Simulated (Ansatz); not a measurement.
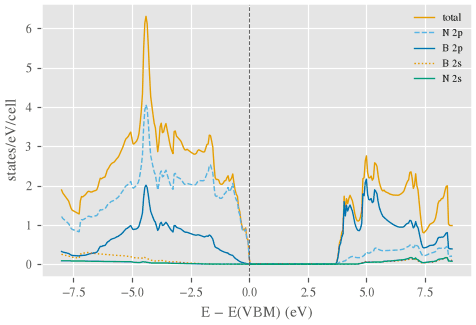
Figure. Total and projected density of states of BN in space group P6_3/mmc (No. 194; B on 4f, N on 4f), LDA (plane waves, PAW; program Ansatz)

Problem. Which orbitals carry the states next to the gap?

Solution. Top 1 eV of the valence band: N 2p 91 %, B 2p 9 %. Bottom 1 eV of the conduction band: B 2p 85 %, N 2p 10 %. Projections are on Löwdin-orthogonalised atomic valence shells; empty p or d shells of many metals are not among them.

Problem. Where is the tallest occupied peak in this window, and what makes it?

Solution. Near -4.4 eV, about 6.3 states/eV per cell; the largest projected share is N 2p.

The cell is a constructed one: a structure type filled with these elements. Its sites differ from those of the usual phase in this space group: another stacking or structure type. Symmetry was held in the LDA relaxation; phonons on a q-mesh show weakly imaginary modes. The volume moved by 53 % from the start of the relaxation. A crystal of weakly bound layers computed without a dispersion correction: the cell and the soft elastic constants depend strongly on that.

Potentials: the later of the program's two PAW sets.
